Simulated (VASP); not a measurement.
Band structure of PdIn (CsCl type). Method: MS2 meta-GGA, VASP's PBE PAW potentials (set 64) (plane waves; VASP).

Unless said otherwise, spin-orbit coupling is left out, though it shifts the bands of the heavy elements here.

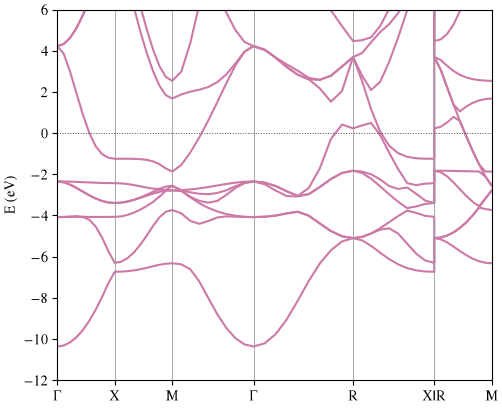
Bands along high-symmetry lines, zero at the valence-band maximum or, without a gap, the Fermi level

Problem. Read the plot: is there a gap, and where are the band edges?

Solution. It has no gap at this level: it comes out as a metal or semimetal.

The compound is PdIn in the CsCl type structure. The cell was not relaxed at this level. The electron count is odd and the run is not spin-polarised, which forces a metal.
